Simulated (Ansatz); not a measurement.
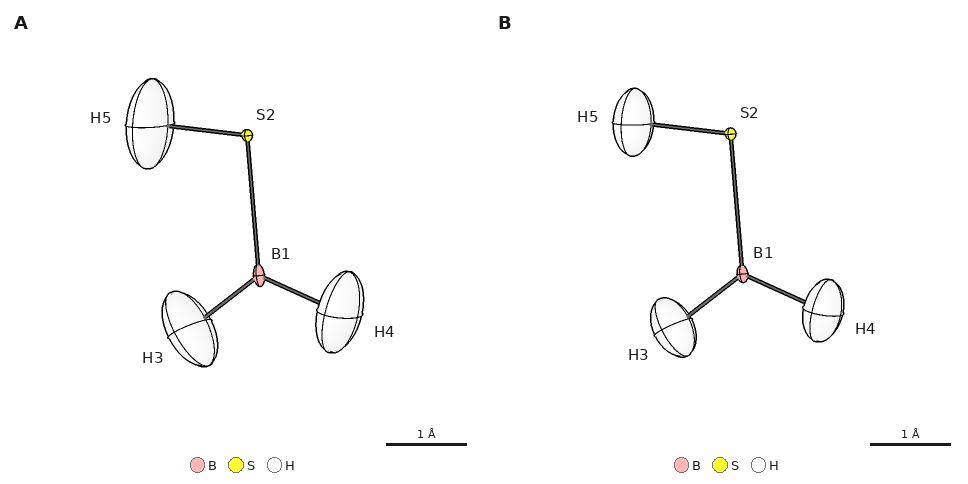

Displacement ellipsoids at the 50 % level, scaled by 2, from the internal vibrations of the free molecule (harmonic, no overall translation or rotation; no half-axis is drawn under 0.075 Å). Vibrations computed with RKS PBE0-D4/def2-TZVP (Ansatz 0.2.0). One panel is for 200 K, the other for 900 K.

**Which panel is for 900 K?**

A.

**How much does the mean-square displacement of H5 grow, and why?**

U_eq goes from 0.0129 to 0.0226 Å², a factor of 1.7. The lowest modes (from 661 cm⁻¹) begin to be excited.
